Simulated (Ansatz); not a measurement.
**GeH5P···H2: density, localisation and related maps**

```yaml
atoms:
  - { symbol: Ge, position_ang: [-0.5398, 0.0164, -0.3470] }
  - { symbol: H, position_ang: [0.1900, -0.2849, 2.3024] }
  - { symbol: H, position_ang: [0.7039, 0.6924, 0.2430] }
  - { symbol: H, position_ang: [-0.8831, 0.7222, -1.6710] }
  - { symbol: H, position_ang: [-0.2057, -1.4556, -0.6446] }
  - { symbol: P, position_ang: [-2.3430, 0.2335, 1.0513] }
  - { symbol: H, position_ang: [-3.3273, -0.0019, 0.0644] }
  - { symbol: H, position_ang: [-2.3428, -1.0829, 1.5562] }
  - { symbol: H, position_ang: [-0.3579, -0.1514, 2.7350] }
```

Not at a stationary point (largest force 1.4 eV/Å).

Level of theory: RHF/def2-SVP (Ansatz).

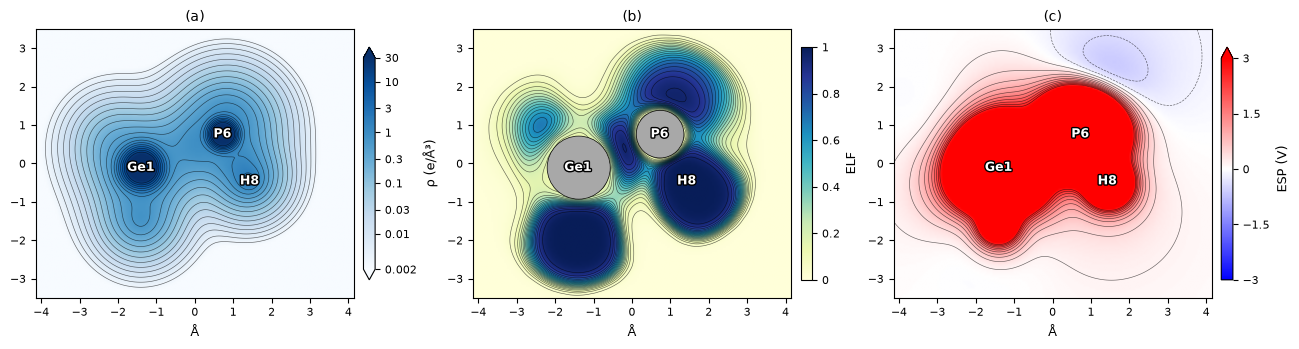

Figure 1. (a) electron density; (b) ELF; (c) electrostatic potential on the plane of atoms Ge1, P6 and H8. Grey discs cover the atomic cores in the ELF map.

Read the bonding off the picture.

- The plane passes through Ge, P and H nuclei.
- Ge–P (2.29 Å): the density is about 0.72 e/Å³ at the midpoint; the ELF peaks at about 0.95 between the atoms, as expected for a shared electron pair.
- P–H (1.41 Å): the density is about 1.1 e/Å³ at the midpoint; the ELF climbs to about 1 towards the hydrogen, as it does in any bond to H.
- The ELF also peaks beside P6, away from the bonds: lone-pair regions.
- Outside the dense part of the complex the potential is most negative (−0.6 V) near P6.

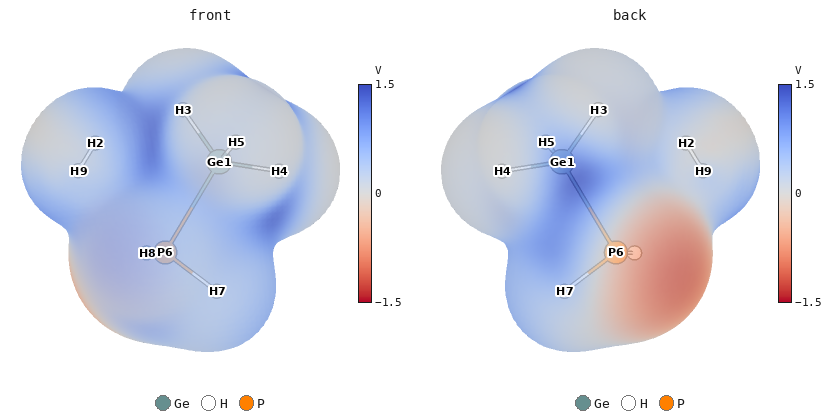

Figure 2. The molecular electrostatic potential painted on the density surface at 0.002 e/bohr³, seen from the front and from behind; the colour scale runs from red (negative) to blue (positive).

Describe the electrostatic potential map.

The most negative region (about −1.0 V) lies over P6, the most positive (about +1.3 V) over Ge1.

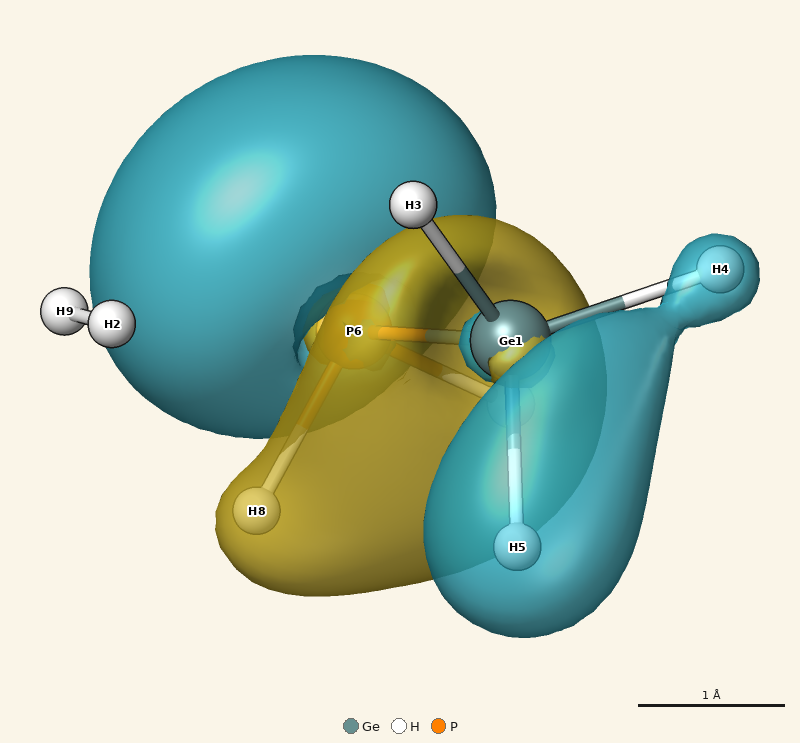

Figure 3. The HOMO at ±0.1 Å⁻³ᐟ² (yellow and cyan are the two phases), seen from one side.

Where does this orbital lie, and at what energy?

Its weight (Hirshfeld) is mainly on P6 (about 70 %) and Ge1 (about 15 %); largely a lone pair of P6. Its energy is −9.86 eV.

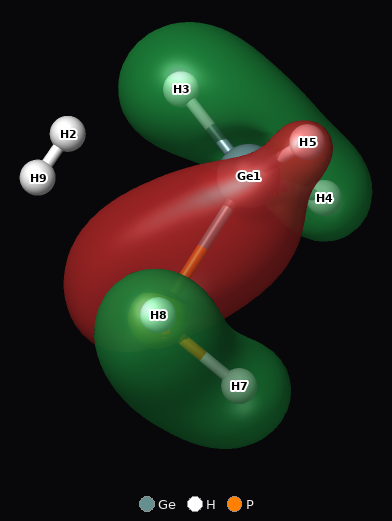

Figure 4. The HOMO−1 at ±0.1 Å⁻³ᐟ² (green and red are the two phases), seen at a tilt.

What is the character of this orbital?

Its weight (Hirshfeld) is mainly on P6 (about 40 %), Ge1 (about 25 %), H3 (about 10 %), H8 (about 10 %) and H7 (about 5 %). Its energy is −12.09 eV.
